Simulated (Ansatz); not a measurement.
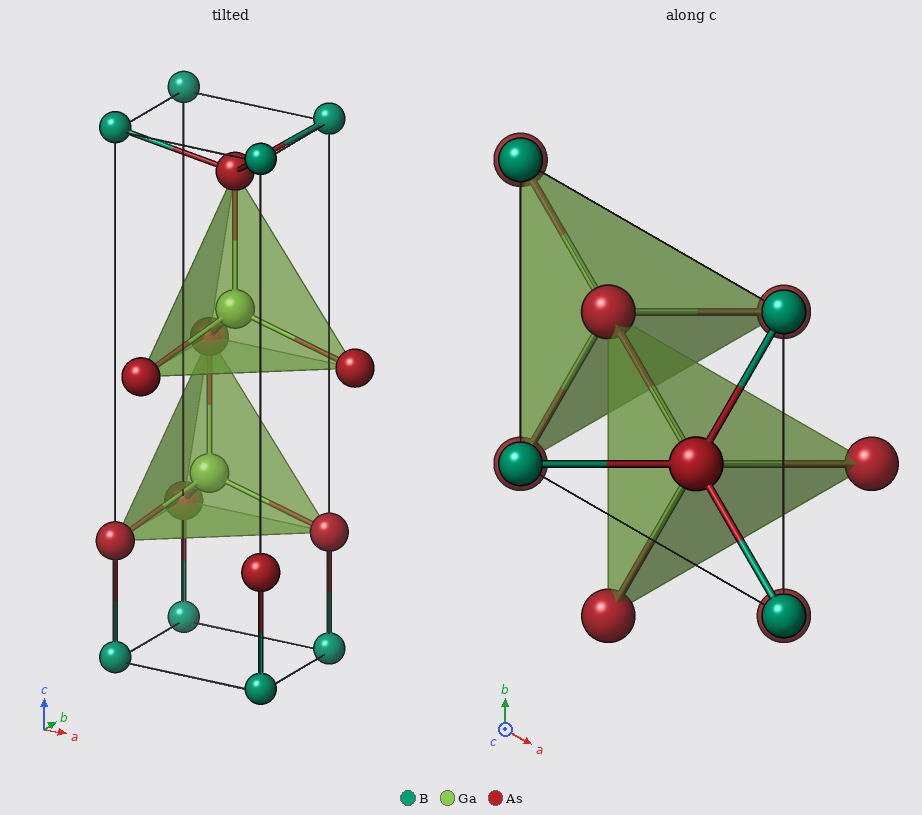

The figure gives a polyhedral picture of the atoms, viewed slightly off an axis and along the c axis. The wireframe shows the conventional unit cell. Some atoms of the next cells are drawn as well.

Ga2BAs3, space group P3m1 (No. 156), a = 3.809 Å, b = 3.809 Å, c = 9.414 Å, α = 90.00°, β = 90.00°, γ = 120.00°. It goes back to a structure type filled with these elements by a generator (whether the compound takes this form wasn't checked). Earlier steps of the study, as a rule a relaxation of our own, may have changed the cell and positions, so they can lie some per cent off the listed ones. A calculation with Ansatz used it as input.

This one geometry was computed with Ansatz (DFT, plane waves, PAW) at three levels of theory: PBE, r2SCAN and HSE06. It was relaxed beforehand with r2SCAN.

**Which level gives the highest pressure at this volume, and what does that say about its equilibrium volume?**

Highest: PBE (2.6 GPa), which points to the largest equilibrium volume. Lowest, with the smallest volume: r2SCAN (0.0 GPa) and HSE06 (0.2 GPa). Levels within 0.5 GPa of each other can't be told apart.

**How does the band gap change with the level of theory?**

PBE: a gap of 0.12 eV, direct; r2SCAN: a gap of 0.34 eV, direct; HSE06: a gap of 0.78 eV, direct.

**Collect the results in a table.**

| level | cutoff (eV) | k-mesh of the run's cell | gap (eV) | pressure (GPa) |
| --- | --- | --- | --- | --- |
| PBE | 420 | 12×12×4 | 0.12 | 2.6 |
| r2SCAN | 500 | 12×12×4 | 0.34 | 0.0 |
| HSE06 | 420 | 6×6×2 | 0.78 | 0.2 |

Gaps are taken on the k-mesh or band path of each run.
